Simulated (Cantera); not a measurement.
Input: 1 mol S, 1.5 mol H₂, held at 15800 Torr.

Cantera equilibrium calculation (NASA polynomials, part measured and part estimated; ideal gas, pure solids and liquids). Candidate condensed phases: S; 7 gas species. The numbers say what is thermodynamically allowed, not how fast it happens.

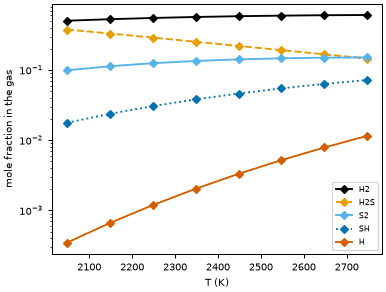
Fig. 1. Equilibrium gas composition (values under 1e-9 drawn at 1e-9)

From 2048 K to 2748 K nothing is condensed.
